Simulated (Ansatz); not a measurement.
The calculation's input:

```
crystal:
  periodic: [false, false, false]
  atoms:
    - { symbol: Zn, position_ang: [0.0, 0.0, 0.0] }
    - { symbol: Cl, position_ang: [0.0, 0.0, 2.59] }
    - { symbol: Cl, position_ang: [0.0, 0.0, -2.24] }
    - { symbol: "N", position_ang: [-2.1162, 0.0, 0.7032] }
    - { symbol: H, position_ang: [-2.8363, -0.6071, 0.2169] }
    - { symbol: H, position_ang: [-2.4021, 0.6071, 1.5237] }
    - { symbol: H, position_ang: [-1.4703, 0.0, 1.8808] }
basis:
  gaussian: { orbitals: def2-SVP }
hamiltonian:
  xc: pbe
relax:
  f_tol: 0.15
  max_steps: 25
  restrain:
    - { distance: [0, 3], at: 3.13, k: 30.0 }
    - { distance: [6, 1], at: 2.57, k: 30.0 }
    - { distance: [0, 1], at: 2.24, k: 30.0 }
    - { distance: [6, 3], at: 1.06, k: 30.0 }
output:
  orbitals: {}
```

Run with:

```sh
ansatz run input.yaml --threads 2 --pin off --max-ram 3072MiB --backend cpu --events-out ev --progress --plain --runs-dir out
```

The fields are those of the run's last geometry, not of the input's.

Not at a stationary point (largest force 1.2 eV/Å).

Theory: Ansatz 0.2.0, RKS PBE/def2-SVP.

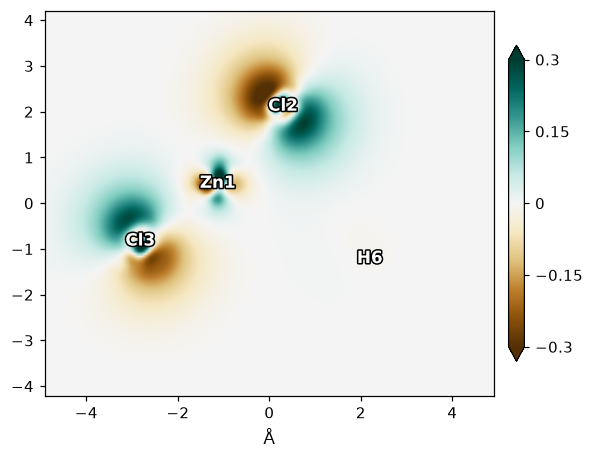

Cl$_{2}$Zn···NH$_{3}$. The HOMO−1 on the plane of atoms Cl2, Zn1 and Cl3 (values in Å⁻³ᐟ²; the overall sign is arbitrary).

**Describe this orbital and give its energy.**

It lies mainly on Cl2 (about 55 %), Cl3 (about 35 %) and Zn1 (about 5 %). Its energy is −6.89 eV.
